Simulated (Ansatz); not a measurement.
The crystal is CsPbBr3 (Pm-3m).

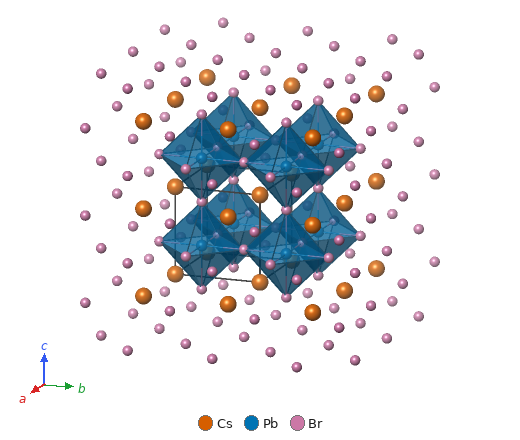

The structure (caesium orange, lead blue, bromine pink). 2×2×2 cells are drawn. Some periodic images of atoms are drawn too.

```
Cs Pb Br
1.0
     5.94863    0.00000    0.00000
     0.00000    5.94863    0.00000
     0.00000    0.00000    5.94863
Cs Pb Br
1 1 3
Direct
  0.00000 0.00000 0.00000
  0.50000 0.50000 0.50000
  0.50000 0.50000 0.00000
  0.50000 0.00000 0.50000
  0.00000 0.50000 0.50000
```

The cell and positions are those that the Materials Project relaxed with its own functionals (PBE, PBE+U or r2SCAN), kept fixed. Spin-orbit coupling is left out unless a run names it.

Gaps computed with Ansatz 0.2.0 without a self-energy: PBE 1.69 eV, HSE06 2.30 eV and HSE06+SOC 0.99 eV.

Estimate the G0W0@PBE gap with 4×4×4 mesh, 1559 empty bands, screening to 220 eV, hard PAW files.

About 2.85 eV: on its mesh the run moves the gap from 1.69 eV by +1.17 eV. Among the scalar-relativistic levels given, HSE06 is nearest (−0.55 eV). Bands and cutoff are finite, so the gap is not at the basis limit. The miss can reach some tenths of an eV and take either sign; the mesh is an error of its own. Where an edge is built on 6p states of lead, bismuth or thallium, scalar-relativistic gaps usually stand too wide, by a few tenths to over one eV. This is the ideal cubic cell; many perovskites, halides above all, are cubic only on average, and local tilts or off-centring can widen the gap. The many-body steps are scalar-relativistic: spin-orbit coupling is not in them.

[Paths, hosts, dates, memory and timing lines, banners, echoed tables and standing remarks are left out of the program output.]

[Logs are printed without paths, hosts, clocks, repeated set-up lines and the standing remarks that a program may print on its own settings, such as how far it seeks lower states.]

[Runs of the session that timed out or met a known fault of the program may be left out.]

[Cells called generated may have been cut or substituted from an entry of the Crystallography Open Database or the Materials Project.]

[Hosts, paths, dates, database ids (printed as entryN), source tags and the programs' standing remarks are cut or masked in the printed files.]
